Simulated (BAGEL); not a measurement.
# CHCl2F (dichlorofluoromethane): HF/STO-3G (density fitting with qzvpp-jkfit)

What is the vertical singlet–triplet gap of CHCl2F (dichlorofluoromethane) at HF/STO-3G (density fitting with qzvpp-jkfit)? 

The calculation is run with BAGEL 1.2.2.

4 further runs of the same task are left out: 4 set aside as unsound or not needed.

## 1. The molecule

The species is CHCl2F (5 atoms), meant as a singlet with charge 0. As SMILES, `FC(Cl)Cl`. The shape is that of a PBE0-D4/def2-TZVP optimisation.

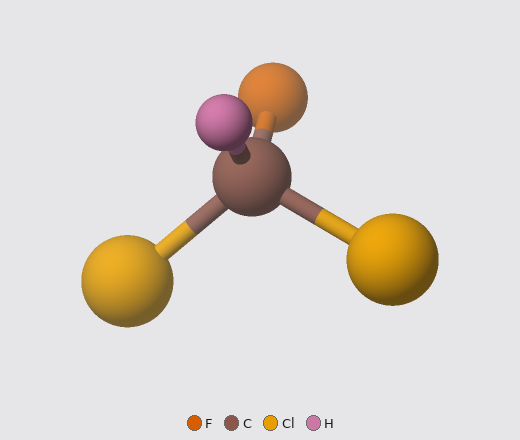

Viewed from a chosen angle; fluorine orange, carbon brown, chlorine amber, hydrogen pink.

## 2. The energy at HF/STO-3G (density fitting with qzvpp-jkfit)

The input, hf.json:

```json
{ "bagel": [

{
  "title": "molecule",
  "basis": "sto-3g",
  "df_basis": "qzvpp-jkfit",
  "angstrom": true,
  "geometry": [
    { "atom": "F", "xyz": [      -0.590600,       0.132500,       1.230400 ] },
    { "atom": "C", "xyz": [       0.006400,       0.099400,       0.030700 ] },
    { "atom": "Cl", "xyz": [       1.459900,      -0.886800,       0.126900 ] },
    { "atom": "Cl", "xyz": [      -1.120400,      -0.525200,      -1.167100 ] },
    { "atom": "H", "xyz": [       0.294600,       1.106400,      -0.262500 ] }
  ]
},

{ "title": "hf" },

{ "title": "print", "file": "orbitals.molden", "orbitals": true }

]}
```

Launch:

```
$ BAGEL_NUM_THREADS=1 BAGEL hf.json > hf.out
```

What it wrote:

```text
* using 1 threads per process

  ===============================================================
  ===============================================================

  *** Geometry ***

  { "atom" : "F", "xyz" : [     -1.116072,      0.250389,      2.325119 ] },
  { "atom" : "C", "xyz" : [      0.012094,      0.187839,      0.058015 ] },
  { "atom" : "Cl", "xyz" : [      2.758811,     -1.675809,      0.239806 ] },
  { "atom" : "Cl", "xyz" : [     -2.117249,     -0.992484,     -2.205499 ] },
  { "atom" : "H", "xyz" : [      0.556713,      2.090793,     -0.496053 ] },

  Number of auxiliary basis functions:      426

  Since a DF basis is specified, we compute 2- and 3-index integrals:
    o Being stored without compression. Storage requirement is 0.003 GB

  Number of basis functions:       29
  Number of electrons      :       50

    * METHOD: MOLECULE                             0.10

  *** RHF ***

  === Nuclear Repulsion ===
   211.9542605243

      * DIIS with orbital gradients will be used.

  === RHF iteration (sto-3g) ===
      0      -1044.96905866          0.02633010           0.02
      1      -1045.13560154          0.01064116           0.02
      2      -1045.16144232          0.00111671           0.02
      3      -1045.16228367          0.00015372           0.02
      4      -1045.16229804          0.00004101           0.02
      5      -1045.16229904          0.00000445           0.02
      6      -1045.16229905          0.00000106           0.02
      7      -1045.16229905          0.00000027           0.02
      8      -1045.16229905          0.00000005           0.02
      9      -1045.16229905          0.00000001           0.02
     10      -1045.16229905          0.00000000           0.02
    * SCF iteration converged.

    * Permanent dipole moment:
           (   -0.033718,    -0.685646,    -0.124362) a.u.

    * METHOD: HF                                   0.25

    * METHOD: PRINT                                0.00

  ===============================================================
```

It took 0.52 s on 1 thread of Arm Neoverse V2, shared host.

## 3. The triplet at the same level

The input, input.json:

```json
{ "bagel" : [

{
  "title" : "molecule",
  "basis" : "sto-3g",
  "df_basis" : "qzvpp-jkfit",
  "angstrom" : true,
  "geometry" : [
    { "atom" : "F", "xyz" : [   -0.590600,    0.132500,    1.230400 ] },
    { "atom" : "C", "xyz" : [    0.006400,    0.099400,    0.030700 ] },
    { "atom" : "Cl", "xyz" : [    1.459900,   -0.886800,    0.126900 ] },
    { "atom" : "Cl", "xyz" : [   -1.120400,   -0.525200,   -1.167100 ] },
    { "atom" : "H", "xyz" : [    0.294600,    1.106400,   -0.262500 ] }
  ]
},
{ "title" : "uhf", "nopen" : 2 },
{ "title" : "print", "file" : "orbitals.molden", "orbitals" : true }

]}
```

Launch:

```
$ BAGEL_NUM_THREADS=1 BAGEL input.json > input.out
```

What it wrote:

```text
* using 1 threads per process

  ===============================================================
  ===============================================================

  *** Geometry ***

  { "atom" : "F", "xyz" : [     -1.116072,      0.250389,      2.325119 ] },
  { "atom" : "C", "xyz" : [      0.012094,      0.187839,      0.058015 ] },
  { "atom" : "Cl", "xyz" : [      2.758811,     -1.675809,      0.239806 ] },
  { "atom" : "Cl", "xyz" : [     -2.117249,     -0.992484,     -2.205499 ] },
  { "atom" : "H", "xyz" : [      0.556713,      2.090793,     -0.496053 ] },

  Number of auxiliary basis functions:      426

  Since a DF basis is specified, we compute 2- and 3-index integrals:
    o Being stored without compression. Storage requirement is 0.003 GB

  Number of basis functions:       29
  Number of electrons      :       50

    * METHOD: MOLECULE                             0.10

  *** Open-shell HF ***

  === Nuclear Repulsion ===
   211.9542605243

      * DIIS with orbital gradients will be used.

  === UHF iteration (sto-3g) ===
      0      -1044.67831444          0.03510748           0.03
      1      -1044.78555242          0.01167852           0.03
      2      -1044.80181359          0.00523233           0.03
      3      -1044.80690842          0.00311030           0.03
      4      -1044.81418578          0.00147465           0.03
      5      -1044.81597084          0.00067982           0.03
      6      -1044.81635517          0.00046211           0.03
      7      -1044.81642820          0.00044788           0.03
      8      -1044.81652445          0.00007880           0.03
      9      -1044.81652855          0.00003674           0.03
     10      -1044.81653019          0.00003143           0.03
     11      -1044.81653208          0.00002890           0.03
     12      -1044.81653338          0.00003040           0.03
     13      -1044.81653310          0.00002782           0.03
     14      -1044.81653489          0.00001659           0.03
     15      -1044.81653583          0.00000715           0.03
     16      -1044.81653596          0.00000297           0.03
     17      -1044.81653598          0.00000160           0.03
     18      -1044.81653598          0.00000130           0.03
     19      -1044.81653598          0.00000136           0.03
     20      -1044.81653598          0.00000107           0.03
     21      -1044.81653598          0.00000081           0.03
     22      -1044.81653598          0.00000063           0.03
     23      -1044.81653598          0.00000051           0.03
     24      -1044.81653598          0.00000037           0.03
     25      -1044.81653598          0.00000016           0.03
     26      -1044.81653598          0.00000013           0.03
     27      -1044.81653598          0.00000015           0.03
     28      -1044.81653598          0.00000011           0.03
     29      -1044.81653598          0.00000005           0.03
     30      -1044.81653598          0.00000003           0.03
     31      -1044.81653598          0.00000003           0.03
     32      -1044.81653598          0.00000003           0.03
     33      -1044.81653598          0.00000003           0.03
     34      -1044.81653598          0.00000003           0.03
     35      -1044.81653598          0.00000003           0.03
     36      -1044.81653598          0.00000003           0.03
     37      -1044.81653598          0.00000002           0.04
     38      -1044.81653598          0.00000001           0.03
     39      -1044.81653598          0.00000001           0.03
    * SCF iteration converged.

    * S^2 (UHF) is 2.0192

    * Permanent dipole moment:
           (   -0.058088,    -0.643166,    -0.064074) a.u.

    * METHOD: UHF                                  1.44

    * METHOD: PRINT                                0.00

  ===============================================================
```

It took 1.7 s on 1 thread of Arm Neoverse V2, shared host.

## 4. What came out

At HF/STO-3G (density fitting with qzvpp-jkfit):

```
                                        quantity           value
                           singlet: total energy  -1045.16230 Eh
                          singlet: dipole moment          1.77 D
                            singlet: HOMO energy       -11.18 eV
                            singlet: LUMO energy         8.10 eV
                          singlet: HOMO–LUMO gap        19.27 eV
                           triplet: total energy  -1044.81654 Eh
                          triplet: dipole moment          1.65 D
                                   triplet: ⟨S²⟩           2.019
vertical energy of the triplet above the singlet        9.409 eV
```

What this shows: At this shape the triplet lies 9.41 eV (217 kcal/mol) above the singlet. In a minimal basis such a difference can be off by several eV, whatever the method.
